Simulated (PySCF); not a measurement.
Geometry relaxation of SF6

System: SF6, SMILES F[S@OH5](F)(F)(F)(F)F.
Method: PBE0-D3(BJ)/def2-SVP geometry optimisation, gas phase (PySCF 2.14.0).

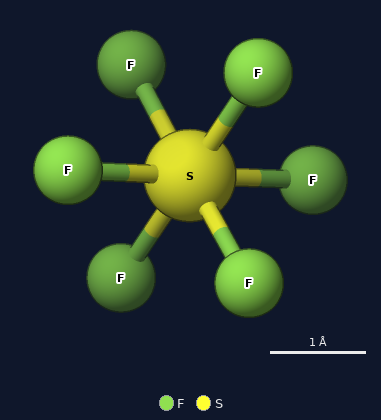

Figure 1. The input geometry (ball-and-stick view, seen at a tilt). Bond lengths as drawn: F–S 1.58 to 1.60 Å.

### Key numbers

| quantity | value |
| --- | --- |
| outcome | converged |
| total energy | −995.840047 hartree |
| dipole moment | 0.00 D |
| point group | Oh |
| hardware | 1 CPU thread, shared host |
| wall time | 36 s |
| peak memory | 0.42 GiB |

### Input
```
{"job": {"xc": "PBE0", "basis": "def2-SVP", "d3": "d3bj", "grid": 1, "shake": 0.01, "kind": "geom"}, "charge": 0, "multiplicity": 1}
F     -0.368170    -1.133080    -0.943210
S     -0.005080    -0.003850     0.122490
F      1.520050    -0.225780    -0.212890
F      0.111980    -1.115580     1.249380
F     -0.080530     1.112780    -1.013600
F      0.385610     1.114330     1.194280
F     -1.529910     0.222080     0.453210
```

The first line tells a small driver script what to run in PySCF; the rest is the geometry in Å.

Launched with:
```bash
OMP_NUM_THREADS=1 python <driver script> task.json out
```

### The program's output
```
step   0  E = -995.83874249  max force = 0.011289
step   1  E = -995.83618783  max force = 0.031322
step   2  E = -995.83808199  max force = 0.025584
step   3  E = -995.83984524  max force = 0.008354
step   4  E = -995.83912484  max force = 0.008138
step   5  E = -995.83985107  max force = 0.005146
step   6  E = -995.84000556  max force = 0.004087
step   7  E = -995.83999634  max force = 0.002429
step   8  E = -995.84004061  max force = 0.000805
step   9  E = -995.84004377  max force = 0.001384
step  10  E = -995.84004627  max force = 0.000696
step  11  E = -995.84004740  max force = 0.000188
optimisation converged
```

### Trajectory as extended XYZ (Å, eV, eV/Å), 12 frames, from step=0 to step=11
```
7
Properties=species:S:1:pos:R:3:forces:R:3 step=0 energy=-27098.15244
F    -0.3682   -1.1331   -0.9432   -0.2199   0.4846   0.3323
S    -0.0051   -0.0039    0.1225    0.5805   0.1088  -0.1279
F     1.5200   -0.2258   -0.2129    0.2420   0.1899  -0.0001
F     0.1120   -1.1156    1.2494   -0.3366   0.2227  -0.0956
F    -0.0805    1.1128   -1.0136   -0.1316  -0.4100   0.3745
F     0.3856    1.1143    1.1943   -0.1682  -0.3782  -0.4225
F    -1.5299    0.2221    0.4532    0.0337  -0.2178  -0.0608
7
Properties=species:S:1:pos:R:3:forces:R:3 step=1 energy=-27098.08292
F    -0.6949    1.0182   -0.8325   -0.2574   0.8106  -1.1150
S     0.0035    0.0155    0.1099    0.3204  -1.6106   0.8013
F     1.4322    0.3254   -0.4944   -0.2800   0.5009  -0.4677
F    -0.1975   -1.1556   -0.9109    0.1545  -0.1671  -1.0093
F     0.1822    1.1373    1.1738    0.1164   0.8284   0.5486
F     0.7067   -0.9906    1.0779    0.2619  -0.6780   0.8246
F    -1.3968   -0.3791    0.7261   -0.3159   0.3159   0.4177
7
Properties=species:S:1:pos:R:3:forces:R:3 step=2 energy=-27098.13446
F    -0.6733    1.0147   -0.8509   -0.5846   0.7369  -0.6484
S     0.0039    0.0111    0.1151    0.2529  -1.3156   0.4964
F     1.4140    0.3386   -0.5227   -0.0019   0.2375   0.0989
F    -0.1887   -1.1485   -0.9252    0.0176  -0.2846  -0.5737
F     0.1797    1.1311    1.1877    0.1679   0.7882   0.2766
F     0.6925   -0.9963    1.0997    0.4682  -0.5064   0.3317
F    -1.3927   -0.3797    0.7460   -0.3200   0.3440   0.0185
7
Properties=species:S:1:pos:R:3:forces:R:3 step=3 energy=-27098.18244
F    -0.6952    1.0122   -0.8567   -0.0601   0.2261  -0.2880
S     0.0049   -0.0021    0.1159    0.0449  -0.3729   0.4296
F     1.4168    0.3528   -0.5037   -0.1158  -0.0336  -0.1216
F    -0.1841   -1.1594   -0.9444    0.0628   0.0636   0.0068
F     0.1922    1.1414    1.1833    0.0002   0.2369   0.1093
F     0.7060   -1.0173    1.1070   -0.0630  -0.0938  -0.0930
F    -1.4054   -0.3565    0.7485    0.1309  -0.0263  -0.0432
7
Properties=species:S:1:pos:R:3:forces:R:3 step=4 energy=-27098.16284
F    -0.6875    1.0394   -0.8477   -0.1156  -0.3506  -0.2183
S     0.0036   -0.0021    0.1209    0.0598  -0.1625   0.1107
F     1.4048    0.3437   -0.5248    0.0679   0.1439   0.2296
F    -0.1566   -1.1737   -0.9303   -0.4185   0.2678  -0.1983
F     0.1762    1.1601    1.1821    0.2700  -0.2625   0.0716
F     0.7000   -1.0386    1.0970    0.0219   0.3643   0.1607
F    -1.4051   -0.3579    0.7526    0.1146  -0.0004  -0.1560
7
Properties=species:S:1:pos:R:3:forces:R:3 step=5 energy=-27098.18260
F    -0.6898    1.0257   -0.8538   -0.1061  -0.0759  -0.2171
S     0.0044   -0.0023    0.1184    0.0412  -0.2282   0.2646
F     1.4100    0.3493   -0.5153   -0.0093   0.0330   0.0759
F    -0.1712   -1.1660   -0.9374   -0.1673   0.1551  -0.0968
F     0.1842    1.1503    1.1834    0.1373  -0.0159   0.0689
F     0.7014   -1.0278    1.1028    0.0157   0.1288   0.0191
F    -1.4038   -0.3582    0.7517    0.0884   0.0031  -0.1145
7
Properties=species:S:1:pos:R:3:forces:R:3 step=6 energy=-27098.18681
F    -0.6910    1.0196   -0.8599   -0.0689   0.0077  -0.0955
S     0.0048   -0.0026    0.1192    0.0143  -0.1818   0.2101
F     1.4107    0.3514   -0.5121   -0.0124  -0.0011   0.0394
F    -0.1776   -1.1611   -0.9407   -0.0551   0.0693  -0.0406
F     0.1889    1.1480    1.1866    0.0442   0.0171  -0.0034
F     0.7025   -1.0244    1.1064    0.0025   0.0535  -0.0454
F    -1.4031   -0.3600    0.7504    0.0753   0.0353  -0.0647
7
Properties=species:S:1:pos:R:3:forces:R:3 step=7 energy=-27098.18656
F    -0.6964    1.0141   -0.8631    0.0402   0.0643   0.0118
S     0.0049   -0.0031    0.1219    0.0015  -0.0721   0.0096
F     1.4117    0.3436   -0.5096    0.0012   0.1249   0.0393
F    -0.1763   -1.1531   -0.9467   -0.0866  -0.0703   0.0439
F     0.1881    1.1491    1.1889    0.0547   0.0018  -0.0696
F     0.7053   -1.0229    1.1069   -0.0499  -0.0071  -0.0136
F    -1.4021   -0.3568    0.7515    0.0388  -0.0416  -0.0213
7
Properties=species:S:1:pos:R:3:forces:R:3 step=8 energy=-27098.18776
F    -0.6946    1.0147   -0.8636    0.0119   0.0414   0.0140
S     0.0050   -0.0036    0.1216   -0.0041  -0.0371   0.0140
F     1.4114    0.3487   -0.5076    0.0035   0.0362   0.0034
F    -0.1798   -1.1551   -0.9448   -0.0224  -0.0362   0.0151
F     0.1906    1.1496    1.1870    0.0084  -0.0107  -0.0289
F     0.7041   -1.0240    1.1067   -0.0226   0.0017  -0.0191
F    -1.4016   -0.3593    0.7504    0.0253   0.0047   0.0014
7
Properties=species:S:1:pos:R:3:forces:R:3 step=9 energy=-27098.18785
F    -0.6934    1.0169   -0.8622   -0.0103   0.0056  -0.0288
S     0.0050   -0.0038    0.1205    0.0055  -0.0464   0.0711
F     1.4114    0.3513   -0.5079   -0.0113  -0.0077  -0.0077
F    -0.1799   -1.1586   -0.9430   -0.0170   0.0268  -0.0070
F     0.1905    1.1483    1.1860    0.0152   0.0190   0.0063
F     0.7032   -1.0240    1.1062    0.0019  -0.0027  -0.0181
F    -1.4015   -0.3591    0.7503    0.0160   0.0054  -0.0159
7
Properties=species:S:1:pos:R:3:forces:R:3 step=10 energy=-27098.18791
F    -0.6930    1.0160   -0.8638   -0.0023  -0.0038   0.0199
S     0.0052   -0.0045    0.1217   -0.0107   0.0358  -0.0272
F     1.4108    0.3519   -0.5070    0.0094  -0.0198  -0.0055
F    -0.1811   -1.1574   -0.9431    0.0008  -0.0032  -0.0044
F     0.1907    1.1495    1.1860    0.0062  -0.0145   0.0038
F     0.7033   -1.0251    1.1059    0.0080  -0.0010  -0.0001
F    -1.4006   -0.3595    0.7501   -0.0114   0.0065   0.0136
7
Properties=species:S:1:pos:R:3:forces:R:3 step=11 energy=-27098.18794
F    -0.6935    1.0161   -0.8632    0.0010   0.0059   0.0050
S     0.0050   -0.0041    0.1214    0.0006  -0.0007   0.0025
F     1.4112    0.3509   -0.5072   -0.0004  -0.0022  -0.0076
F    -0.1805   -1.1573   -0.9434   -0.0097   0.0002   0.0001
F     0.1906    1.1492    1.1861    0.0080  -0.0023   0.0002
F     0.7036   -1.0244    1.1060   -0.0025  -0.0057  -0.0049
F    -1.4011   -0.3593    0.7502    0.0031   0.0047   0.0047
```

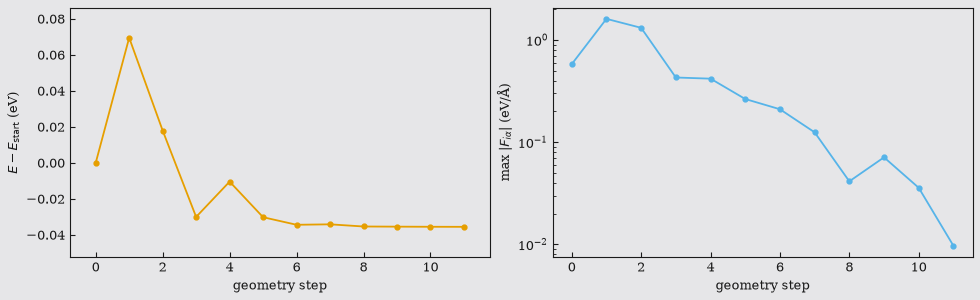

Figure 2. Progress of the relaxation, step by step (steps are counted from 0).

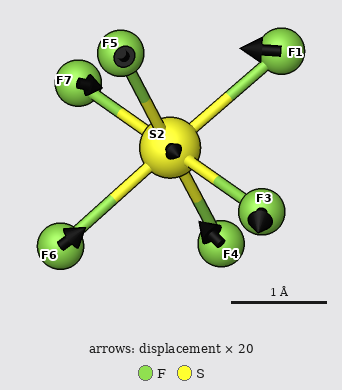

Figure 3. The starting structure with the displacements as black arrows, magnified 20 times (ball-and-stick view, seen at a tilt). The two geometries are laid on each other by the best rigid fit. F1 moves most after the best rigid fit: 0.022 Å. By element the largest moves are F 0.022 Å, S 0.010 Å. Among the contacts that change: S2–F6 1.597 → 1.581 Å, F1–S2 1.595 → 1.581 Å. After 11 geometry steps the energy has fallen by 0.036 eV. The largest force component goes from 0.58 to 0.0097 eV/Å. (Atoms are counted from 1 in the order of the input.)
